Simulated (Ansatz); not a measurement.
# Run report: CH8B2O2Si, nudged elastic band

The run: nudged elastic band of CH8B2O2Si. Method and program: RKS B3LYP/6-31G* (Ansatz 0.2.0).

One setting was made poor on purpose. It belongs to a series of runs on one base structure; here: band between the two ends. Figures and captions count atoms from 1; the log counts them from 0 in places.

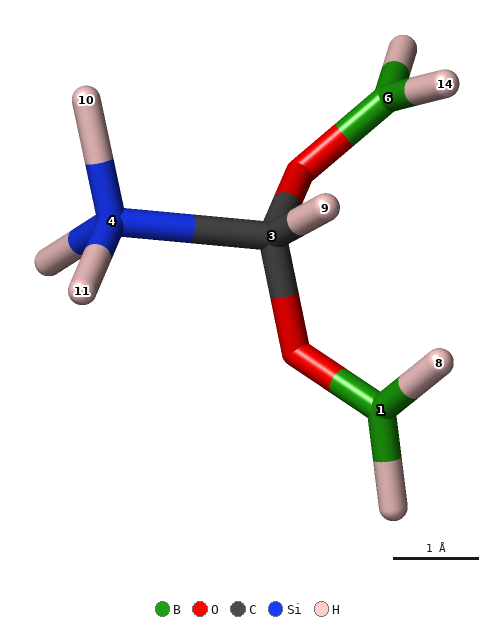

The starting structure (stick view, seen at a tilt; atoms are numbered from 1 in the order of the input).

**Key numbers**

- outcome: converged
- barrier, forward: 5.124 eV
- barrier, backward: 0.023 eV
- hardware: 2 threads of AMD EPYC (Zen 5), 16 GiB of memory available, shared host
- wall time: 5.1 min (CPU time 9.9 min)
- peak memory: 0.28 GiB

**Remarks**

A deliberately poor setting: straight start. The order of the saddle point was not checked.

**Input**
```yaml
crystal:
  periodic: [false, false, false]
  atoms:
    - { symbol: B, position_ang: [-1.717929, -1.370294, 0.828632] }
    - { symbol: O, position_ang: [-0.444169, -0.916817, 0.895722] }
    - { symbol: C, position_ang: [0.111602, -0.060865, -0.097579] }
    - { symbol: Si, position_ang: [1.81179, -0.782357, -0.635485] }
    - { symbol: O, position_ang: [0.33169, 1.211182, 0.503679] }
    - { symbol: B, position_ang: [-0.374664, 2.310397, 0.149479] }
    - { symbol: H, position_ang: [-2.076606, -2.084372, 1.715147] }
    - { symbol: H, position_ang: [-2.421262, -1.058109, -0.092593] }
    - { symbol: H, position_ang: [-0.602072, 0.046198, -0.927276] }
    - { symbol: H, position_ang: [2.408958, 0.119161, -1.654683] }
    - { symbol: H, position_ang: [1.588702, -2.128083, -1.225177] }
    - { symbol: H, position_ang: [2.691978, -0.876333, 0.552592] }
    - { symbol: H, position_ang: [-0.10313, 3.324223, 0.717898] }
    - { symbol: H, position_ang: [-1.217888, 2.236768, -0.701656] }
basis:
  gaussian: { orbitals: "6-31G*" }
hamiltonian:
  xc: b3lyp
neb:
  order_check: false
  images: 5
  f_tol: 0.05
  max_iterations: 60
  initial_path: linear
  final_atoms:
    - { symbol: B, position_ang: [-2.09714831, -0.55379537, 1.32413646] }
    - { symbol: O, position_ang: [-0.52865643, -0.88009981, 0.7236909] }
    - { symbol: C, position_ang: [0.04949244, -0.29214024, -0.49248228] }
    - { symbol: Si, position_ang: [1.86444684, -0.87750632, -0.7611042] }
    - { symbol: O, position_ang: [-0.00163995, 1.11748903, -0.46729104] }
    - { symbol: B, position_ang: [-0.80101398, 1.87906026, 0.32375625] }
    - { symbol: H, position_ang: [-2.60077857, -0.36482689, 0.20508058] }
    - { symbol: H, position_ang: [0.03768449, -0.78331879, 1.5103353] }
    - { symbol: H, position_ang: [-0.63898716, -0.64483177, -1.26562848] }
    - { symbol: H, position_ang: [2.4545401, -0.18814816, -1.93224952] }
    - { symbol: H, position_ang: [1.85578226, -2.34712094, -0.96132351] }
    - { symbol: H, position_ang: [2.60506314, -0.53467329, 0.48137826] }
    - { symbol: H, position_ang: [-1.43635467, 1.38814578, 1.22887903] }
    - { symbol: H, position_ang: [-0.77543019, 3.05246552, 0.11152225] }
```

Launch command:
```bash
ansatz run input.yaml --threads 2 --pin off --max-ram 3072MiB --backend cpu --events-out ev --progress --plain --runs-dir out
```

**Log**
```
Engine: ansatz 0.2.0, x86_64-unknown-linux-gnu
Functional definition: B3LYP
  parameter a0 = 0.2
  parameter ax = 0.72
  parameter ac = 0.81
  exchange = (1 - a0 - ax)*slater_x + ax*b88_x + a0*exact_x
  correlation = (1 - ac)*vwn_rpa_c + ac*lyp_c
1213 factors; integrals over basis functions are off by at most 6.2e-4 eV
mean field evaluation 1: about -14488.7596 eV, gradient 4.8e1 eV
mean field evaluation 2: about -14480.0970 eV, gradient 8.4e1 eV
mean field evaluation 4: about -14492.9332 eV, gradient 1.8e0 eV
mean field evaluation 8: about -14492.9670 eV, gradient 1.9e-1 eV
mean field evaluation 16: about -14492.9671 eV, gradient 1.4e-5 eV
mean field -14492.96713644 eV, -532.6067185783 hartree, gradient 1.4e-5 eV, S^2 0.000000; 0 other end points of the search recorded, 0 dependent functions left out
the calculation of the forces begins
reference -14492.96743853 eV, -532.6067296799 hartree; 27, 27 occupied and 83, 83 virtual orbitals, 1213 factors
1213 factors; integrals over basis functions are off by at most 7.5e-4 eV
mean field evaluation 32: about -14487.8661 eV, gradient 2.0e-5 eV
mean field -14487.86614635 eV, -532.4192606501 hartree, gradient 2.0e-5 eV, S^2 0.000000; 0 other end points of the search recorded, 0 dependent functions left out
[... from here on the field's lines of each further geometry are left out, up to the last ...]
NEB iter   1: max|band force component| = 6.662e0 eV/Å  barrier→ = 6.5516 eV  barrier← = 1.4506 eV  Δτ_max = 0.2000 Å  (196 SCF iters)
NEB iter   2: max|band force component| = 5.962e0 eV/Å  barrier→ = 5.6300 eV  barrier← = 0.5290 eV  Δτ_max = 0.2000 Å  (162 SCF iters)
NEB iter   3: max|band force component| = 5.415e0 eV/Å  barrier→ = 5.4254 eV  barrier← = 0.3244 eV  Δτ_max = 0.2000 Å  (161 SCF iters)
NEB iter   4: max|band force component| = 4.490e0 eV/Å  barrier→ = 5.3333 eV  barrier← = 0.2323 eV  Δτ_max = 0.1990 Å  (149 SCF iters)
NEB iter   5: max|band force component| = 2.725e0 eV/Å  barrier→ = 5.2292 eV  barrier← = 0.1282 eV  Δτ_max = 0.1979 Å  (147 SCF iters)
NEB iter   6: max|band force component| = 9.771e-1 eV/Å  barrier→ = 5.1749 eV  barrier← = 0.0739 eV  Δτ_max = 0.1981 Å  (145 SCF iters)
NEB iter   7: max|band force component| = 7.384e-1 eV/Å  barrier→ = 5.1453 eV  barrier← = 0.0443 eV  Δτ_max = 0.1968 Å  (144 SCF iters)
NEB iter   8: max|band force component| = 5.412e-1 eV/Å  barrier→ = 5.1354 eV  barrier← = 0.0344 eV  Δτ_max = 0.1966 Å  (142 SCF iters)
NEB iter   9: max|band force component| = 9.019e-1 eV/Å  barrier→ = 5.1388 eV  barrier← = 0.0378 eV  Δτ_max = 0.1000 Å  (143 SCF iters)
NEB iter  10: max|band force component| = 3.934e-1 eV/Å  barrier→ = 5.1301 eV  barrier← = 0.0291 eV  CI = image 5  Δτ_max = 0.1991 Å  (141 SCF iters)
NEB iter  11: max|band force component| = 2.236e-1 eV/Å  barrier→ = 5.1264 eV  barrier← = 0.0255 eV  CI = image 5  Δτ_max = 0.2000 Å  (144 SCF iters)
NEB iter  12: max|band force component| = 2.534e-1 eV/Å  barrier→ = 5.1258 eV  barrier← = 0.0248 eV  CI = image 5  Δτ_max = 0.0990 Å  (143 SCF iters)
NEB iter  13: max|band force component| = 2.380e-1 eV/Å  barrier→ = 5.1245 eV  barrier← = 0.0235 eV  CI = image 5  Δτ_max = 0.0998 Å  (143 SCF iters)
NEB iter  14: max|band force component| = 1.864e-1 eV/Å  barrier→ = 5.1237 eV  barrier← = 0.0227 eV  CI = image 5  Δτ_max = 0.1001 Å  (143 SCF iters)
NEB iter  15: max|band force component| = 1.926e-1 eV/Å  barrier→ = 5.1240 eV  barrier← = 0.0230 eV  CI = image 5  Δτ_max = 0.0503 Å  (142 SCF iters)
NEB iter  16: max|band force component| = 2.001e-1 eV/Å  barrier→ = 5.1242 eV  barrier← = 0.0233 eV  CI = image 5  Δτ_max = 0.0500 Å  (142 SCF iters)
NEB iter  17: max|band force component| = 2.286e-1 eV/Å  barrier→ = 5.1244 eV  barrier← = 0.0234 eV  CI = image 5  Δτ_max = 0.0251 Å  (139 SCF iters)
NEB iter  18: max|band force component| = 1.413e-1 eV/Å  barrier→ = 5.1242 eV  barrier← = 0.0232 eV  CI = image 5  Δτ_max = 0.0501 Å  (132 SCF iters)
NEB iter  19: max|band force component| = 1.349e-1 eV/Å  barrier→ = 5.1242 eV  barrier← = 0.0232 eV  CI = image 5  Δτ_max = 0.0500 Å  (138 SCF iters)
NEB iter  20: max|band force component| = 1.818e-1 eV/Å  barrier→ = 5.1242 eV  barrier← = 0.0232 eV  CI = image 5  Δτ_max = 0.0500 Å  (138 SCF iters)
NEB iter  21: max|band force component| = 1.905e-1 eV/Å  barrier→ = 5.1242 eV  barrier← = 0.0232 eV  CI = image 5  Δτ_max = 0.0992 Å  (139 SCF iters)
NEB iter  22: max|band force component| = 2.143e-1 eV/Å  barrier→ = 5.1241 eV  barrier← = 0.0231 eV  CI = image 5  Δτ_max = 0.0994 Å  (140 SCF iters)
NEB iter  23: max|band force component| = 2.061e-1 eV/Å  barrier→ = 5.1241 eV  barrier← = 0.0231 eV  CI = image 5  Δτ_max = 0.1003 Å  (139 SCF iters)
NEB iter  24: max|band force component| = 7.810e-1 eV/Å  barrier→ = 5.1240 eV  barrier← = 0.0231 eV  CI = image 5  Δτ_max = 0.0503 Å  (137 SCF iters)
NEB iter  25: max|band force component| = 2.338e-1 eV/Å  barrier→ = 5.1241 eV  barrier← = 0.0231 eV  CI = image 5  Δτ_max = 0.0999 Å  (138 SCF iters)
NEB iter  26: max|band force component| = 2.052e-1 eV/Å  barrier→ = 5.1240 eV  barrier← = 0.0230 eV  CI = image 5  Δτ_max = 0.1005 Å  (140 SCF iters)
NEB iter  27: max|band force component| = 1.898e-1 eV/Å  barrier→ = 5.1240 eV  barrier← = 0.0230 eV  CI = image 5  Δτ_max = 0.1000 Å  (133 SCF iters)
NEB iter  28: max|band force component| = 1.388e-1 eV/Å  barrier→ = 5.1240 eV  barrier← = 0.0230 eV  CI = image 5  Δτ_max = 0.0997 Å  (136 SCF iters)
NEB iter  29: max|band force component| = 9.258e-2 eV/Å  barrier→ = 5.1240 eV  barrier← = 0.0230 eV  CI = image 5  Δτ_max = 0.0996 Å  (135 SCF iters)
NEB iter  30: max|band force component| = 8.854e-2 eV/Å  barrier→ = 5.1240 eV  barrier← = 0.0230 eV  CI = image 5  Δτ_max = 0.0994 Å  (135 SCF iters)
NEB iter  31: max|band force component| = 3.157e-1 eV/Å  barrier→ = 5.1240 eV  barrier← = 0.0230 eV  CI = image 5  Δτ_max = 0.0502 Å  (139 SCF iters)
NEB iter  32: max|band force component| = 4.582e-1 eV/Å  barrier→ = 5.1240 eV  barrier← = 0.0230 eV  CI = image 5  Δτ_max = 0.0251 Å  (138 SCF iters)
NEB iter  33: max|band force component| = 1.506e-1 eV/Å  barrier→ = 5.1240 eV  barrier← = 0.0230 eV  CI = image 5  Δτ_max = 0.0499 Å  (141 SCF iters)
the calculation of the forces begins
reference -14492.89978887 eV, -532.6042436005 hartree; 27, 27 occupied and 83, 83 virtual orbitals, 1213 factors
1213 factors; integrals over basis functions are off by at most 7.8e-4 eV
mean field -14487.84317558 eV, -532.4184164896 hartree, gradient 1.7e-5 eV, S^2 0.000000; 1 other end points of the search recorded, 0 dependent functions left out
the calculation of the forces begins
reference -14487.84347030 eV, -532.4184273207 hartree; 27, 27 occupied and 83, 83 virtual orbitals, 1213 factors
NEB iter  34: max|band force component| = 4.824e-2 eV/Å  barrier→ = 5.1240 eV  barrier← = 0.0230 eV  CI = image 5  Δτ_max = 0.0000 Å  (263 SCF iters)
```

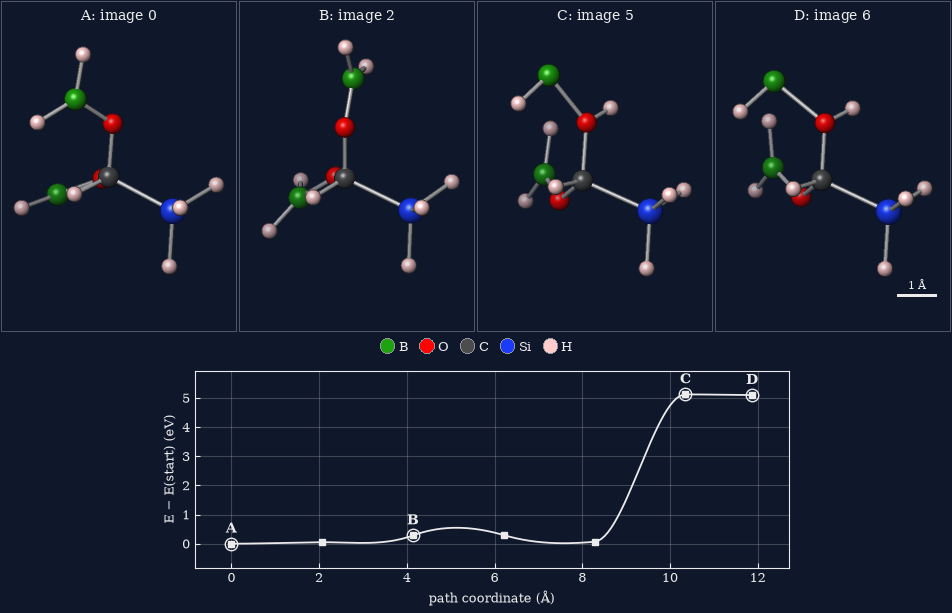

Images of the last band (counted from 0; ball-and-stick, seen at a tilt) above the energy along the path; the line is a cubic interpolation that uses the forces. The highest image is number 5, 5.124 eV above the start and 0.023 eV above the end (the climbing image); the end lies 5.101 eV above the start. The path is 11.87 Å long. The band converged in 34 iterations.

```
Total energy: -14487.84347030 eV, -532.4184273207 hartree
Atom 0 at    -2.049684    -1.246314     1.343240 Å, force     0.002523     0.000588    -0.001109 eV/Å
Atom 1 at    -0.615033    -0.593492     0.895901 Å, force    -0.002908     0.000605     0.001874 eV/Å
Atom 2 at     0.067634    -0.361140    -0.414516 Å, force     0.001273     0.000296    -0.003488 eV/Å
Atom 3 at     1.971361    -0.582535    -0.221199 Å, force    -0.000665    -0.000001     0.000053 eV/Å
Atom 4 at    -0.229103     0.892034    -0.976316 Å, force     0.000022    -0.000504     0.000672 eV/Å
Atom 5 at    -0.947640     1.916817    -0.454325 Å, force     0.001697     0.001060     0.001417 eV/Å
Atom 6 at    -2.314473    -1.739003     0.234826 Å, force    -0.000041    -0.000405     0.000625 eV/Å
Atom 7 at    -0.301870    -0.032227     1.626049 Å, force    -0.000629    -0.000719     0.000756 eV/Å
Atom 8 at    -0.404567    -1.130884    -1.029489 Å, force    -0.000305    -0.000308     0.000285 eV/Å
Atom 9 at     2.653600    -0.262776    -1.497526 Å, force     0.000122     0.000057     0.000054 eV/Å
Atom 10 at     2.241238    -1.979892     0.193517 Å, force    -0.000149     0.000076     0.000168 eV/Å
Atom 11 at     2.390437     0.364850     0.845107 Å, force     0.000294    -0.000144    -0.000112 eV/Å
Atom 12 at    -1.427524     1.849269     0.638755 Å, force    -0.000497    -0.000295    -0.000674 eV/Å
Atom 13 at    -1.047375     2.875992    -1.155324 Å, force    -0.000738    -0.000307    -0.000522 eV/Å
Dipole moment:     0.933132     0.196396    -0.414097 e Å
this run last wrote the band of iteration 34 to [file]
```

**The last band as extended XYZ (Å, eV, eV/Å)**
```
14
Properties=species:S:1:pos:R:3:forces:R:3 image=0 energy=-14492.96714
B    -1.7179   -1.3703    0.8286    0.0121  -0.0039   0.0017
O    -0.4442   -0.9168    0.8957   -0.0192   0.0048   0.0036
C     0.1116   -0.0609   -0.0976    0.0117  -0.0080  -0.0097
Si    1.8118   -0.7824   -0.6355   -0.0059  -0.0002  -0.0013
O     0.3317    1.2112    0.5037   -0.0143   0.0077  -0.0022
B    -0.3747    2.3104    0.1495    0.0113  -0.0044   0.0015
H    -2.0766   -2.0844    1.7151   -0.0030  -0.0021   0.0003
H    -2.4213   -1.0581   -0.0926    0.0009  -0.0001   0.0008
H    -0.6021    0.0462   -0.9273    0.0043   0.0021   0.0083
H     2.4090    0.1192   -1.6547    0.0005   0.0018  -0.0012
H     1.5887   -2.1281   -1.2252    0.0013   0.0015  -0.0009
H     2.6920   -0.8763    0.5526    0.0000  -0.0006  -0.0006
H    -0.1031    3.3242    0.7179   -0.0013   0.0014  -0.0016
H    -1.2179    2.2368   -0.7017    0.0016   0.0001   0.0012
14
Properties=species:S:1:pos:R:3:forces:R:3 image=1 energy=-14492.91744
B    -1.7169   -1.1005    1.1103    0.0089  -0.0106   0.0051
O    -0.5680   -1.2606    0.4099   -0.0117   0.0162  -0.0002
C     0.0828   -0.2251   -0.3293    0.0011  -0.0078   0.0065
Si    1.9037   -0.7903   -0.5820   -0.0044   0.0005  -0.0045
O     0.0722    0.9958    0.4011    0.0205  -0.0017   0.0037
B    -0.5040    2.1266   -0.0707   -0.0217  -0.0005   0.0085
H    -2.1261   -2.0821    1.6543   -0.0019   0.0004   0.0020
H    -2.2831   -0.0487    1.1670   -0.0096   0.0083  -0.0142
H    -0.4595   -0.0847   -1.2738    0.0015  -0.0014  -0.0015
H     2.6236    0.2619   -1.3461    0.0013   0.0019  -0.0006
H     1.9143   -2.0629   -1.3472    0.0032   0.0002   0.0001
H     2.5250   -0.9772    0.7507    0.0048  -0.0008  -0.0029
H    -0.4419    3.0896    0.6315    0.0064   0.0009  -0.0017
H    -1.0351    2.1288   -1.1471    0.0017  -0.0056  -0.0001
14
Properties=species:S:1:pos:R:3:forces:R:3 image=2 energy=-14492.68313
B    -1.4824   -1.2576    1.3200   -0.0487  -0.0241  -0.0639
O    -0.8907   -1.1187    0.1154   -0.0725  -0.3919  -0.2724
C    -0.0506   -0.1899   -0.5267    0.0273   0.0218  -0.0458
Si    1.7813   -0.7779   -0.3868   -0.0109   0.0131  -0.0056
O    -0.1925    1.0812    0.0548   -0.0599  -0.0074   0.5119
B    -0.5465    2.2953   -0.4134    0.0107   0.0190   0.0566
H    -2.1714   -2.2326    1.3504   -0.0604  -0.0660   0.2459
H    -1.3636   -0.5227    2.2551    0.1189   0.1713  -0.1284
H    -0.4019   -0.1998   -1.5643    0.0772   0.2707  -0.1496
H     2.6363    0.1345   -1.1897    0.0062   0.0056   0.0080
H     1.8831   -2.1627   -0.9117    0.0065   0.0057  -0.0118
H     2.1755   -0.7370    1.0426   -0.0083  -0.0004  -0.0003
H    -0.7526    3.0820    0.4581    0.0332   0.2286  -0.0627
H    -0.6372    2.5765   -1.5752   -0.0193  -0.2461  -0.0819
14
Properties=species:S:1:pos:R:3:forces:R:3 image=3 energy=-14492.67277
B    -1.4795   -1.1658    1.3783   -0.0052   0.0548   0.0127
O    -0.6489   -0.2831    0.7883    0.0635   0.2961   0.2377
C    -0.0477   -0.2375   -0.4842    0.0146  -0.0198   0.0101
Si    1.8248   -0.7268   -0.3195   -0.0145   0.0027  -0.0067
O    -0.1565    1.0483   -1.0441    0.0352  -0.0043  -0.3594
B    -0.5923    2.2524   -0.6182   -0.0042  -0.0152  -0.0388
H    -1.8821   -2.1642    0.8492    0.0943   0.0409  -0.1800
H    -1.7698   -0.8579    2.4928   -0.1319  -0.1267   0.0886
H    -0.5708   -0.8867   -1.1959   -0.0826  -0.2208   0.1318
H     2.6595    0.1685   -1.1572   -0.0024  -0.0255  -0.0260
H     1.9813   -2.1363   -0.7678    0.0015  -0.0055   0.0214
H     2.2092   -0.6093    1.1090    0.0210   0.0174  -0.0173
H    -0.9136    2.5164    0.5016   -0.0133  -0.1961   0.0608
H    -0.6265    3.0528   -1.5037    0.0240   0.2019   0.0653
14
Properties=species:S:1:pos:R:3:forces:R:3 image=4 energy=-14492.89949
B    -1.5473   -1.0121    1.2122    0.0698   0.0117  -0.0157
O    -0.3926   -0.3942    0.8743    0.0489   0.0283  -0.0101
C     0.1019   -0.3103   -0.4509   -0.0013  -0.0045   0.0101
Si    1.9997   -0.6069   -0.3315    0.0092   0.0020  -0.0201
O    -0.1370    0.9680   -1.0288    0.0291   0.0201  -0.0096
B    -0.8125    2.0069   -0.4835    0.0046   0.0122  -0.0206
H    -2.2071   -1.5756    0.3812    0.0204   0.0241   0.0349
H    -1.8068   -0.9460    2.3694   -0.2084  -0.1134   0.1135
H    -0.4188   -1.0393   -1.0860    0.0028   0.0056  -0.0040
H     2.6410   -0.4167   -1.6561   -0.0044  -0.0066  -0.0180
H     2.2195   -1.9977    0.1448    0.0067   0.0053  -0.0081
H     2.5355    0.3627    0.6546    0.0194   0.0062  -0.0265
H    -1.3208    1.9461    0.5952    0.0002   0.0082  -0.0104
H    -0.8677    2.9859   -1.1662    0.0031   0.0009  -0.0155
14
Properties=species:S:1:pos:R:3:forces:R:3 image=5 energy=-14487.84318
B    -2.0497   -1.2463    1.3432    0.0025   0.0006  -0.0011
O    -0.6150   -0.5935    0.8959   -0.0029   0.0006   0.0019
C     0.0676   -0.3611   -0.4145    0.0013   0.0003  -0.0035
Si    1.9714   -0.5825   -0.2212   -0.0007   0.0000   0.0001
O    -0.2291    0.8920   -0.9763    0.0000  -0.0005   0.0007
B    -0.9476    1.9168   -0.4543    0.0017   0.0011   0.0014
H    -2.3145   -1.7390    0.2348    0.0000  -0.0004   0.0006
H    -0.3019   -0.0322    1.6260   -0.0006  -0.0007   0.0008
H    -0.4046   -1.1309   -1.0295   -0.0003  -0.0003   0.0003
H     2.6536   -0.2628   -1.4975    0.0001   0.0001   0.0001
H     2.2412   -1.9799    0.1935   -0.0001   0.0001   0.0002
H     2.3904    0.3649    0.8451    0.0003  -0.0001  -0.0001
H    -1.4275    1.8493    0.6388   -0.0005  -0.0003  -0.0007
H    -1.0474    2.8760   -1.1553   -0.0007  -0.0003  -0.0005
14
Properties=species:S:1:pos:R:3:forces:R:3 image=6 energy=-14487.86615
B    -1.9062   -0.4712    1.6134   -0.0021   0.0011   0.0024
O    -0.4427   -0.8499    0.8121    0.0100   0.0058   0.0030
C    -0.0254   -0.3046   -0.4869   -0.0009  -0.0059   0.0053
Si    1.7223   -0.9407   -0.9868    0.0034   0.0006  -0.0024
O    -0.0425    1.1061   -0.4919    0.0009   0.0011  -0.0049
B    -0.7087    1.9052    0.3811   -0.0032   0.0027   0.0026
H    -2.5551   -0.2956    0.5695   -0.0021  -0.0003   0.0005
H     0.2286   -0.7491    1.5107   -0.0051  -0.0033  -0.0078
H    -0.8212   -0.6579   -1.1487   -0.0004   0.0012  -0.0023
H     2.1599   -0.2934   -2.2455    0.0009   0.0012   0.0005
H     1.6548   -2.4139   -1.1453   -0.0023  -0.0004  -0.0001
H     2.6343   -0.5878    0.1329   -0.0017   0.0009   0.0028
H    -1.2235    1.4511    1.3774    0.0013   0.0007   0.0018
H    -0.6876    3.0724    0.1367    0.0011  -0.0053  -0.0013
```
